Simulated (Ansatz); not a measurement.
**C3H6AlNO: a dynamics run in two tries**

Aim: a short trajectory for this system. SMILES of the start: N[C]([AlH2])=CC=O.

Method: RKS r2SCANh/STO-3G, in Ansatz 0.2.0.

## (1) The structure to begin with

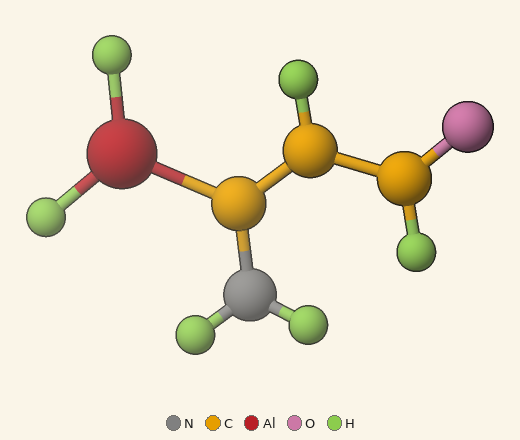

The starting structure, seen from a chosen angle (nitrogen grey, carbon amber, aluminium red, oxygen pink, hydrogen green).

Structure file:

```xyz
12

N     0.5594   -0.4427   -1.3686
C     0.2209   -0.3484    0.0095
Al    0.8688   -1.7159    1.1819
C    -0.6442    0.6119    0.4690
C    -1.2320    1.7347   -0.3032
O    -2.0387    2.5816    0.1639
H     0.4365    0.4263   -1.9302
H     1.4975   -0.8563   -1.5540
H     0.3161   -1.7848    2.5687
H     1.9300   -2.6304    0.6522
H    -0.9411    0.5775    1.5219
H    -0.8962    1.7914   -1.3772
```

## (2) First try

input.yaml reads:

```yaml
crystal:
  periodic: [false, false, false]
  atoms:
    - { symbol: "N", position_ang: [0.55943, -0.442743, -1.368587] }
    - { symbol: C, position_ang: [0.220922, -0.348364, 0.009517] }
    - { symbol: Al, position_ang: [0.868831, -1.715921, 1.181915] }
    - { symbol: C, position_ang: [-0.644248, 0.611865, 0.469016] }
    - { symbol: C, position_ang: [-1.23204, 1.734706, -0.303157] }
    - { symbol: O, position_ang: [-2.038658, 2.581564, 0.163866] }
    - { symbol: H, position_ang: [0.436451, 0.426259, -1.930249] }
    - { symbol: H, position_ang: [1.497462, -0.856296, -1.553967] }
    - { symbol: H, position_ang: [0.316088, -1.784775, 2.568693] }
    - { symbol: H, position_ang: [1.929982, -2.630356, 0.652242] }
    - { symbol: H, position_ang: [-0.941137, 0.57749, 1.521862] }
    - { symbol: H, position_ang: [-0.896181, 1.79137, -1.377151] }
basis:
  gaussian: { orbitals: STO-3G }
hamiltonian:
  xc: r2scanh
md:
  timestep: 1.0
  n_steps: 25
  ensemble: nvt_nose_hoover
  temperature: 100.0
  initial_velocities: maxwell_boltzmann
  seed: 77250
  nose_hoover: { tau: 20.0, chain_length: 5 }
  masses: [{ species: "N", mass: 0.0 }]
scf:
  lower_state_search: "off"
```

The run is started by

```sh
$ ansatz run input.yaml --threads 1 --pin off --max-ram 2048MiB --backend cpu --events-out ev --progress --plain --runs-dir out
```

What it wrote:

```text
Error: invalid value for `md.masses[].mass`: must be finite and > 0; got 0 u
```

Run time: 0.02 s. Hardware: 1 thread of Intel Xeon 6975P-C (Granite Rapids), shared host; peak memory 0.042 GiB.

## (3) Reading the log

Nothing was computed: the input was turned down at the start. It says: «invalid value for `md.masses[].mass`: must be finite and > 0; got 0 u»

An atom is given no mass, so any force would accelerate it without limit.

Remedy: give a positive mass or drop md.masses.

## (4) The mended input

Edit input.yaml of step 2 so:

```diff
@@ -21,3 +21,3 @@
   timestep: 1.0
-  n_steps: 25
+  n_steps: 600
   ensemble: nvt_nose_hoover
@@ -27,3 +27,2 @@
   nose_hoover: { tau: 20.0, chain_length: 5 }
-  masses: [{ species: "N", mass: 0.0 }]
 scf:
```

The run is started by

```sh
$ ansatz run input.yaml --threads 1 --pin off --max-ram 2048MiB --backend cpu --events-out ev --progress --plain --runs-dir out
```

The limit on steps is raised as well. From its log:

```text
md step     0: t =     0.00 fs  T =   100.0 K  F+E_penalty+E_count = -13170.94158179 eV  E_kin = 0.129260 eV  conserved = -13170.81232179 eV  (15 SCF iters)
md step     1: t =     1.00 fs  T =    91.4 K  F+E_penalty+E_count = -13170.92961007 eV  E_kin = 0.118170 eV  conserved = -13170.81144619 eV  (22 SCF iters)
md step     2: t =     2.00 fs  T =    75.3 K  F+E_penalty+E_count = -13170.90726804 eV  E_kin = 0.097304 eV  conserved = -13170.81002559 eV  (22 SCF iters)
[...]
md step   598: t =   598.00 fs  T =    92.5 K  F+E_penalty+E_count = -13170.83053542 eV  E_kin = 0.119570 eV  conserved = -13170.81128335 eV  (22 SCF iters)
md step   599: t =   599.00 fs  T =    82.0 K  F+E_penalty+E_count = -13170.81589010 eV  E_kin = 0.105954 eV  conserved = -13170.80983654 eV  (22 SCF iters)
md step   600: t =   600.00 fs  T =    71.7 K  F+E_penalty+E_count = -13170.80166539 eV  E_kin = 0.092735 eV  conserved = -13170.80856416 eV  (22 SCF iters)
```

Run time: 19 min. Hardware: 1 thread of Intel Xeon 6975P-C (Granite Rapids), shared host; peak memory 0.12 GiB.

The second input runs as intended: 600 steps, ending at 72 K.

## (5) Outcome

| quantity | value |
| --- | --- |
| first try | refused |
| cause | an atom is given no mass, so any force would accelerate it without limit |

In words: The fault in the first input was caught at the input check and cost nothing.
